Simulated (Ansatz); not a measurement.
The calculation's input:

```
crystal:
  periodic: [false, false, false]
  atoms:
    - { symbol: C, position_ang: [-1.0427, -1.5388, -0.5623] }
    - { symbol: Si, position_ang: [0.4708, -0.5566, -0.2708] }
    - { symbol: "N", position_ang: [1.518, -0.8332, -1.5806] }
    - { symbol: C, position_ang: [0.3107, 1.2779, -0.0818] }
    - { symbol: Si, position_ang: [-0.6236, 1.5472, 1.5088] }
    - { symbol: H, position_ang: [-1.632, -1.0778, -1.4389] }
    - { symbol: H, position_ang: [-0.8566, -2.548, -0.7685] }
    - { symbol: H, position_ang: [-1.7237, -1.4328, 0.2823] }
    - { symbol: H, position_ang: [1.1964, -1.1067, 0.9307] }
    - { symbol: H, position_ang: [1.66951, 0.08928, -2.07391] }
    - { symbol: H, position_ang: [1.02533, -1.39133, -2.27998] }
    - { symbol: H, position_ang: [1.2205, 1.7934, -0.0658] }
    - { symbol: H, position_ang: [-0.3974, 1.6984, -0.9262] }
    - { symbol: H, position_ang: [0.1532, 1.0744, 2.6912] }
    - { symbol: H, position_ang: [-0.8452, 2.9941, 1.7264] }
    - { symbol: H, position_ang: [-1.9491, 0.9281, 1.5697] }
basis:
  gaussian: { orbitals: def2-SVP }
hamiltonian:
  xc: b3lyp
  dispersion: d4
relax:
  f_tol: 0.015
  max_steps: 40
output:
  orbitals: {}
```

Run with:

```sh
ansatz run input.yaml --threads 2 --pin off --max-ram 3072MiB --backend cpu --events-out ev --progress --plain --runs-dir out
```

The fields are those of the relaxed geometry.

Theory: RKS B3LYP-D4/def2-SVP (Ansatz 0.2.0).

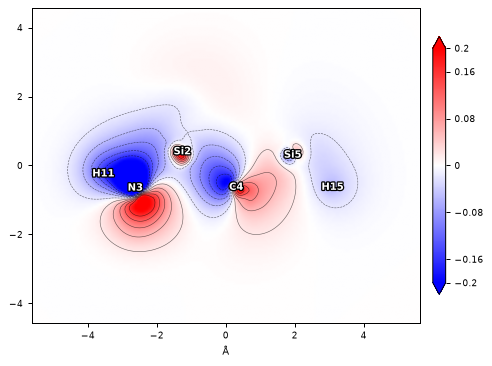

C2H11NSi2 (SMILES C[SiH](N)C[SiH3]). The HOMO on the plane of atoms C4, Si5 and H15 (values in Å⁻³ᐟ²; the overall sign is arbitrary).

**Where does this orbital lie, and at what energy?**

It lies mainly on N3 (about 65 %) and H9 (about 10 %). Its energy is −6.76 eV.
